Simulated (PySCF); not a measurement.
C$_{4}$F$_{8}$, SMILES `FC1(F)C(F)(F)C(F)(F)C1(F)F`.

Method: ωB97X/def2-SVP; geometry: GFN2-xTB; program: PySCF. No frequency check shows the geometry to be a minimum.

Geometry (Å), atoms numbered from 1:

```
F1      -1.2426   -1.2425    1.2159
C2      -0.7825   -0.7825    0.0493
F3      -1.4189   -1.4186   -0.9339
C4       0.7825   -0.7825   -0.0493
F5       1.4189   -1.4186    0.9339
F6       1.2426   -1.2425   -1.2159
C7       0.7825    0.7825    0.0493
F8       1.4189    1.4186   -0.9339
F9       1.2426    1.2425    1.2159
C10     -0.7825    0.7825   -0.0493
F11     -1.2426    1.2425   -1.2159
F12     -1.4189    1.4186    0.9339
```

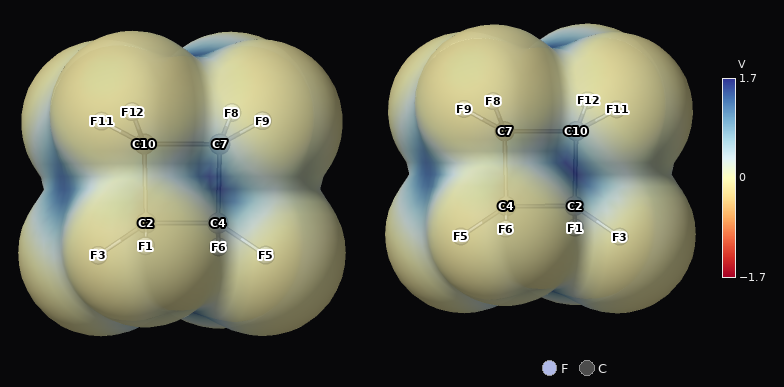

Electrostatic potential on the surface of electron density 0.001 a.u. (back view left, front view right).

**Where are the extremes of the potential on the surface?**

Highest: 1.64 V, over the middle of C4, F6, C7, F8, C10 and F11, about 1.9 Å from them. Further maxima include 1.41 V, off the C4–F5 bond (1.9 Å from its atoms), and at like points elsewhere. Lowest: −0.14 V, 1.6 Å from F8, and at like points elsewhere. The surface is sampled at points, so like sites can differ by a few per cent and only the strongest of them is named.

Cost of the run: 26 s on 1 thread of Intel(R) Xeon(R) Platinum 8375C CPU @ 2.90GHz (Ice Lake) (shared host), peak memory 0.77 GiB.
